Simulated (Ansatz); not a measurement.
## Electronic structure of H$_{28}$OSi$_{13}$ in real space

```json
{"atom": "Si", "x (Å)": "-1.4258", "y (Å)": "-0.6569", "z (Å)": "-0.1542"}
{"atom": "Si", "x (Å)": "-3.0088", "y (Å)": "1.0480", "z (Å)": "0.2933"}
{"atom": "Si", "x (Å)": "-3.9265", "y (Å)": "1.0404", "z (Å)": "2.4651"}
{"atom": "Si", "x (Å)": "-1.8539", "y (Å)": "3.0744", "z (Å)": "-0.0607"}
{"atom": "Si", "x (Å)": "-4.7971", "y (Å)": "0.8943", "z (Å)": "-1.2380"}
{"atom": "Si", "x (Å)": "-0.1719", "y (Å)": "-1.3798", "z (Å)": "1.7169"}
{"atom": "Si", "x (Å)": "1.4676", "y (Å)": "-2.9028", "z (Å)": "0.9643"}
{"atom": "Si", "x (Å)": "-1.5159", "y (Å)": "-2.5570", "z (Å)": "3.2579"}
{"atom": "Si", "x (Å)": "0.9223", "y (Å)": "0.4250", "z (Å)": "2.7681"}
{"atom": "O", "x (Å)": "-0.3509", "y (Å)": "-0.0059", "z (Å)": "-1.2887"}
{"atom": "Si", "x (Å)": "0.2482", "y (Å)": "-0.2632", "z (Å)": "-2.8580"}
{"atom": "Si", "x (Å)": "-0.1302", "y (Å)": "-2.4863", "z (Å)": "-3.5875"}
{"atom": "Si", "x (Å)": "2.5682", "y (Å)": "0.1863", "z (Å)": "-2.8513"}
{"atom": "Si", "x (Å)": "-0.7865", "y (Å)": "1.2091", "z (Å)": "-4.3953"}
{"atom": "H", "x (Å)": "-2.1104", "y (Å)": "-1.8688", "z (Å)": "-0.7543"}
{"atom": "H", "x (Å)": "-4.8838", "y (Å)": "2.1985", "z (Å)": "2.5760"}
{"atom": "H", "x (Å)": "-2.8596", "y (Å)": "1.1964", "z (Å)": "3.5149"}
{"atom": "H", "x (Å)": "-4.6877", "y (Å)": "-0.2325", "z (Å)": "2.7236"}
{"atom": "H", "x (Å)": "-0.5926", "y (Å)": "3.1082", "z (Å)": "0.7610"}
{"atom": "H", "x (Å)": "-1.4920", "y (Å)": "3.2233", "z (Å)": "-1.5140"}
{"atom": "H", "x (Å)": "-2.7190", "y (Å)": "4.2410", "z (Å)": "0.3401"}
{"atom": "H", "x (Å)": "-5.5694", "y (Å)": "-0.3775", "z (Å)": "-1.0028"}
{"atom": "H", "x (Å)": "-5.7349", "y (Å)": "2.0618", "z (Å)": "-1.0722"}
{"atom": "H", "x (Å)": "-4.2808", "y (Å)": "0.8883", "z (Å)": "-2.6527"}
{"atom": "H", "x (Å)": "2.2841", "y (Å)": "-3.3952", "z (Å)": "2.1310"}
{"atom": "H", "x (Å)": "0.8130", "y (Å)": "-4.0868", "z (Å)": "0.3021"}
{"atom": "H", "x (Å)": "2.3929", "y (Å)": "-2.2469", "z (Å)": "-0.0258"}
{"atom": "H", "x (Å)": "-2.2291", "y (Å)": "-3.6862", "z (Å)": "2.5615"}
{"atom": "H", "x (Å)": "-0.6387", "y (Å)": "-3.1360", "z (Å)": "4.3369"}
{"atom": "H", "x (Å)": "-2.5424", "y (Å)": "-1.6660", "z (Å)": "3.9035"}
{"atom": "H", "x (Å)": "-0.0718", "y (Å)": "1.4079", "z (Å)": "3.3265"}
{"atom": "H", "x (Å)": "1.8073", "y (Å)": "1.1356", "z (Å)": "1.7790"}
{"atom": "H", "x (Å)": "1.7761", "y (Å)": "-0.0887", "z (Å)": "3.8979"}
{"atom": "H", "x (Å)": "0.5741", "y (Å)": "-2.6717", "z (Å)": "-4.9069"}
{"atom": "H", "x (Å)": "0.4230", "y (Å)": "-3.4800", "z (Å)": "-2.5990"}
{"atom": "H", "x (Å)": "-1.5963", "y (Å)": "-2.7707", "z (Å)": "-3.7839"}
{"atom": "H", "x (Å)": "3.3252", "y (Å)": "-0.7933", "z (Å)": "-1.9947"}
{"atom": "H", "x (Å)": "3.0799", "y (Å)": "0.0872", "z (Å)": "-4.2657"}
{"atom": "H", "x (Å)": "2.8280", "y (Å)": "1.5789", "z (Å)": "-2.3402"}
{"atom": "H", "x (Å)": "-0.2718", "y (Å)": "0.8892", "z (Å)": "-5.7758"}
{"atom": "H", "x (Å)": "-2.2826", "y (Å)": "1.0347", "z (Å)": "-4.3872"}
{"atom": "H", "x (Å)": "-0.4660", "y (Å)": "2.6471", "z (Å)": "-4.0851"}
```

The calculation used DFT PBE, Gaussian basis def2-SVP in Ansatz 0.2.0.

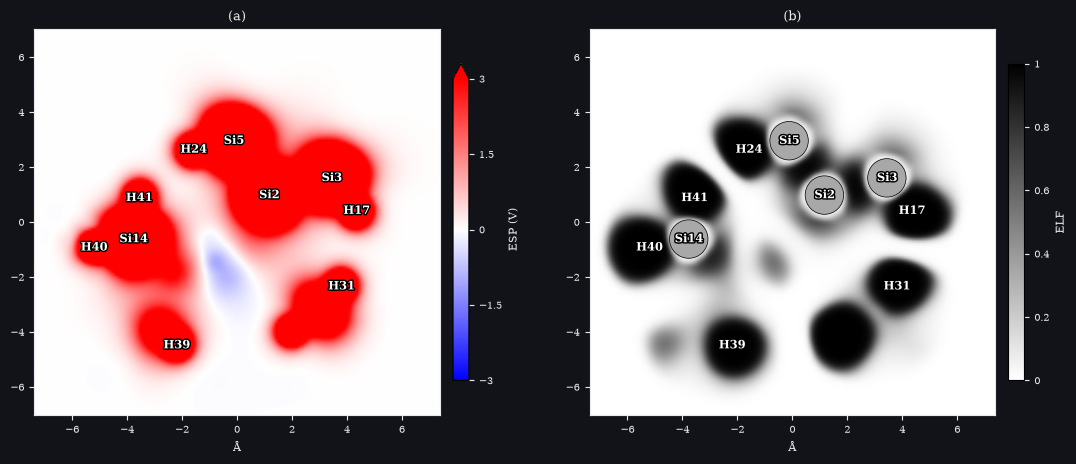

Figure 1. (a) molecular electrostatic potential; (b) electron localisation function on the plane of atoms Si3, Si2 and Si5. Grey discs cover the atomic cores in the ELF map.

What does the map show?

Answer.
- Atoms in the plane: Si and H.
- Si–Si (2.36 Å): the ELF peaks at about 1 between the atoms, as expected for a covalent bond.
- Si–H (1.50 Å): the ELF climbs to about 1 towards the hydrogen, as it does in any bond to H.
- Outside the dense part of the molecule the potential is most negative (−1.0 V) near O10, which lies off the plane.

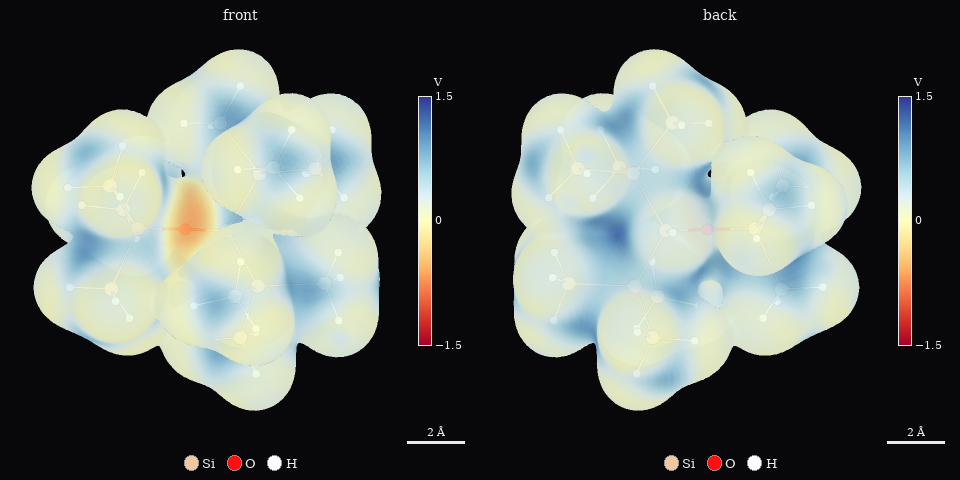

Figure 2. The electrostatic potential painted on the density surface at 0.002 e/bohr³, seen from the front and from behind; the colour scale runs from red (negative) to blue (positive).

Which sites attract a positive test charge, and which a negative one?

Answer. A positive charge is drawn to the negative regions and a negative charge to the positive ones. The most negative region (about −0.5 V) lies over O10, the most positive (about +1.0 V) over Si1, Si8 and Si12.

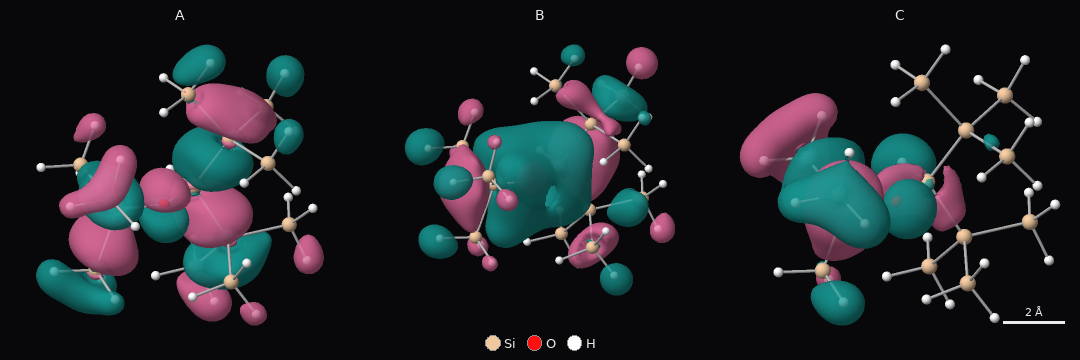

Figure 3. Three frontier orbitals at ±0.05 Å⁻³ᐟ² (teal and pink are the two phases), in no order.

Which picture is the HOMO−1, the HOMO and the LUMO?

Answer. C is the HOMO−1 (−6.58 eV). It lies mainly on Si12 (about 25 %), Si11 (about 20 %), O10 (about 15 %) and Si13 (about 15 %). A is the HOMO (−6.10 eV). It lies mainly on O10 (about 20 %), Si1 (about 10 %), Si6 (about 10 %), Si2 (about 10 %), Si14 (about 10 %) and Si11 (about 10 %). B is the LUMO (−2.19 eV). By Hirshfeld shares it lies mainly on Si1 (about 20 %), Si11 (about 15 %), O10 (about 5 %) and Si2 (about 5 %).

What is the HOMO–LUMO gap?

Answer. 3.91 eV between the orbital energies.
